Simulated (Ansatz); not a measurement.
Base system: CsPbCl₃ in the cubic perovskite structure (space group Pm-3m, No. 221; a = 5.521 Å).

The change: the cell is scaled by 0.9700 in all directions, atoms relaxed at fixed cell.

Computed with LDA (Ansatz, a program for electronic structure, PAW, no SOC).

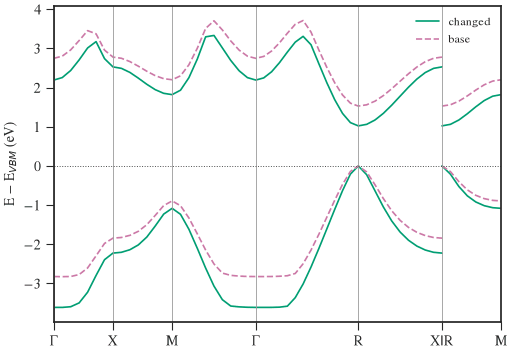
*Highest valence and lowest conduction band along the path, each from its own valence-band maximum*

The gap is 1.02 eV, direct at R; the base has 1.53 eV.

Spin-orbit coupling, missing from the scalar runs, can matter with Pb. The cells carry an imposed strain or load. Whether these cells are dynamically stable was not tested. Many cubic perovskites are stable only at high temperature; tilts and polar distortions were not tested. This is not the structure that CsPbCl3 has at room temperature and ambient pressure.
